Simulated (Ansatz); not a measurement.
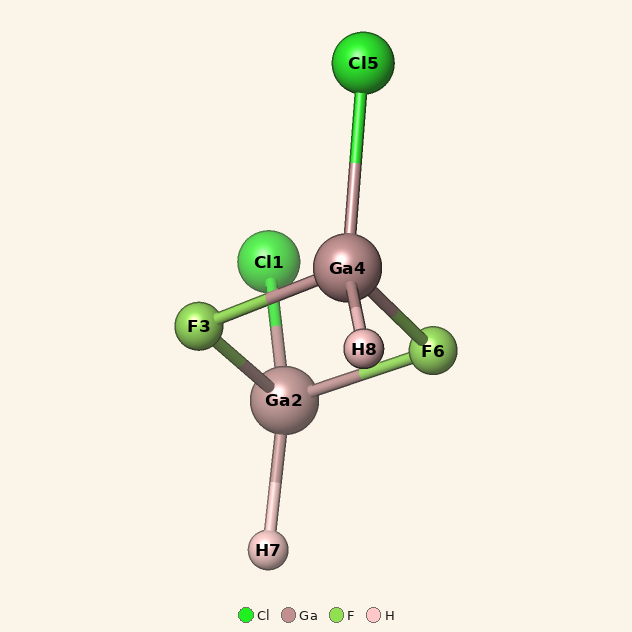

Distant atoms are faded towards the background colour. The computed structure is the end point of a PBE0-D4/def2-TZVP optimisation.

### What is the conformation of the ring Ga2–F3–Ga4–F6?

It is planar. The Cremer–Pople amplitude Q is 0.05 Å.

### Give the torsion angles round the ring, beginning with the bond from its second to its third atom.

−3°, 3°, −3°, 3°.
